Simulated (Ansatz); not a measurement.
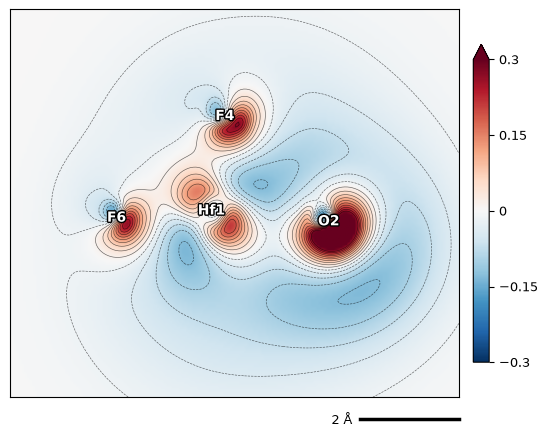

*F$_{4}$H$_{2}$HfO. The LUMO on the plane of atoms F4, Hf1 and F6 (values in Å⁻³ᐟ²; the overall sign is arbitrary).*

Core potentials replace the inner electrons of Hf.

Method: RKS PBE/def2-SVP (Ansatz).

```yaml
atoms:
  - { symbol: Hf, position_ang: [0.1058, -0.5555, -0.1543] }
  - { symbol: O, position_ang: [0.4367, 0.0096, 2.1332] }
  - { symbol: H, position_ang: [-0.2942, 0.5253, 2.5260] }
  - { symbol: F, position_ang: [1.6879, 0.4699, -0.5389] }
  - { symbol: F, position_ang: [-1.4631, 0.4914, 0.3062] }
  - { symbol: F, position_ang: [-0.4252, -1.1754, -1.8937] }
  - { symbol: F, position_ang: [0.4213, -2.2635, 0.7133] }
  - { symbol: H, position_ang: [0.5830, -0.7594, 2.7178] }
```

Question: What is the character of this orbital?

Answer: By Hirshfeld shares it lies mainly on Hf1 (about 35 %), H3 (about 20 %), H8 (about 20 %) and O2 (about 15 %). Its energy is −1.38 eV.
